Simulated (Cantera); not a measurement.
Feed: 1 mol SiHCl3, 2.6 mol NH3, held at 250 Pa.

Equilibrium computed with Cantera from the NASA thermochemical tables; the gas is ideal and each condensed phase is pure. Candidate condensed phases: NH4Cl, Si, Si3N4; 28 gas species. The tables' values for SiCl, SiCl3, SiN are old estimates; treat these amounts as uncertain. Gases not in the tables: Si2H6 and higher silanes. The numbers say what is thermodynamically allowed, not how fast it happens.

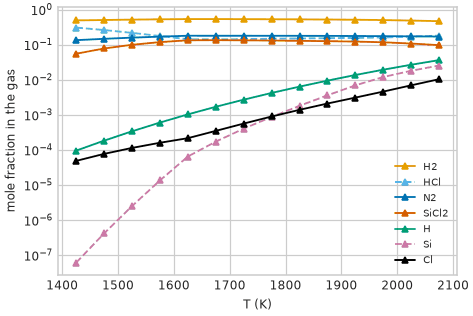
Figure: Equilibrium gas composition (values under 1e-9 drawn at 1e-9)

From 1425 K to 1575 K the condensed part is Si3N4(s). From 1625 K to 1675 K the condensed part is Si(s). From 1725 K to 1925 K the condensed part is Si(l). From 1975 K to 2075 K nothing is condensed. The main Si-bearing gas is SiCl2 throughout.
